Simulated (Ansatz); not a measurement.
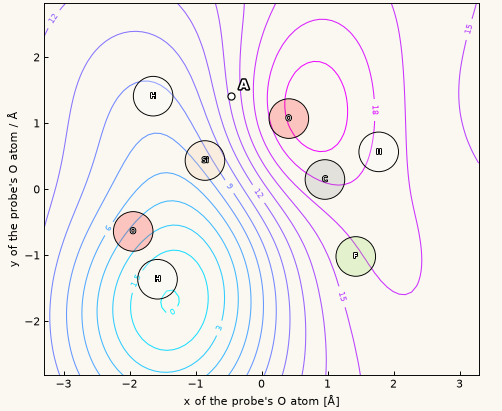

CH₃FO₂Si (SMILES O[SiH]1OC1F) with the probe H2O. 
- The probe is moved over a plane parallel to the molecule's main plane, 3.45 Å above it.
- Coordinates scanned: (1) x of the probe's O atom; (2) y of the probe's O atom.
- Nothing is relaxed (molecule and probe rigid, the probe upright with O nearest the plane).
- Grid: 15 × 13 points.
- Points are written as (first, second).
- All energies are given in kJ/mol relative to the lowest grid point.
- The calculation used RKS PBE-D4/def2-SVPD (Ansatz).

In the figure: contour lines labelled in kJ/mol, labelled circles for the molecule's atoms, projected on the plane, the point A. Between grid points the surface is interpolated.

> Which way does the force act at A, and how strong is it?

A, at (−0.47 Å, 1.41 Å), is not a stationary point. The computed force is 0.082 eV/Å in the plane, pointing left in the picture (components −0.081 and −0.012 eV/Å).
